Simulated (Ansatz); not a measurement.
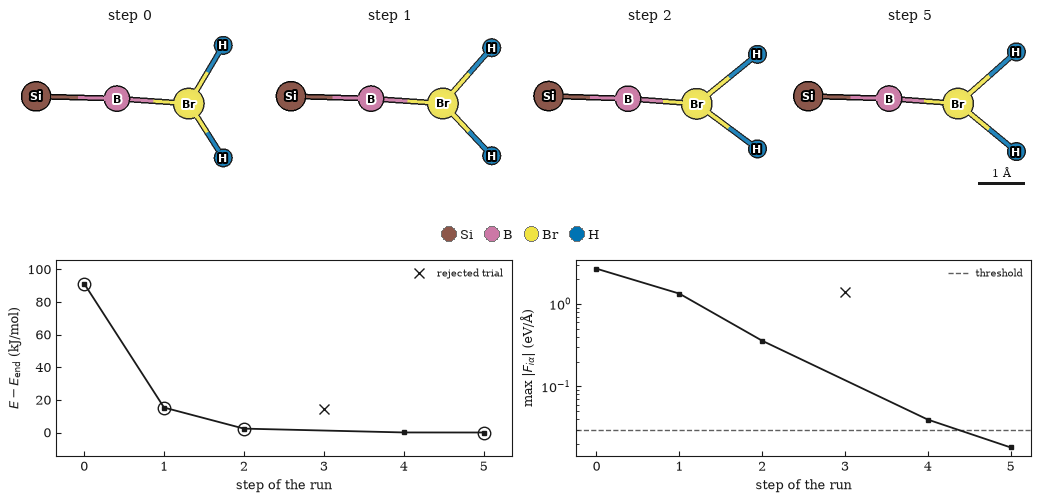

Frames of a relaxation of BSiH$_{2}$Br, marked on the history of the run. Style: ball-and-stick. Shown from a free direction.

It is one of the separated reactants of a reaction.

Theory: RKS PBE-D4/def2-SVP in Ansatz 0.2.0.

Input file:
```yaml
crystal:
  periodic: [false, false, false]
  atoms:
    - {symbol: Si, position_ang: [1.722468, -1.865017, 1.149668]}
    - {symbol: B, position_ang: [0.647712, -0.622907, 0.337240]}
    - {symbol: Br, position_ang: [-0.815646, 0.478851, -0.053762]}
    - {symbol: H, position_ang: [-1.249754, 0.123479, -1.455675]}
    - {symbol: H, position_ang: [-0.303870, 1.898195, 0.006648]}
basis:
  gaussian: {orbitals: def2-SVP}
hamiltonian: {xc: pbe, dispersion: d4}
relax: {f_tol: 0.03, max_steps: 250}
```

Command:
```bash
ansatz run in.yaml --threads 2 --pin off --events-out ev --progress --plain --max-ram 4352MiB
```

Q: Describe the path.

A: The largest moves after the best rigid fit, 0.32 Å, are those of H4 and H5. Largest moves by element: H 0.32 Å, Br 0.23 Å, Si 0.18 Å, B 0.17 Å. Near-neighbour distances that change, for instance: Br3–H4 1.510 → 1.730 Å, B2–Br3 1.873 → 1.824 Å, Si1–B2 1.832 → 1.840 Å. Among the angles between lasting bonds that change: H4–Br3–H5 110.8° → 79.1°, B2–Br3–H4 106.3° → 119.7°. Over 4 accepted moves (5 points after the start) the energy falls by 91.3 kJ/mol. Largest force component: 2.7 eV/Å at the start, 0.018 eV/Å at the end. The line search rejected the trial step at point 3 of the run. Cost: 9 s on 2 threads of Arm Neoverse V1, on a shared host. From step 0 to 1: H atoms move most (0.19 Å), energy −76.0 kJ/mol. From step 1 to 2: H atoms move most (0.20 Å), energy −12.9 kJ/mol. From step 2 to 5: H atoms move most (0.06 Å), energy −2.38 kJ/mol.
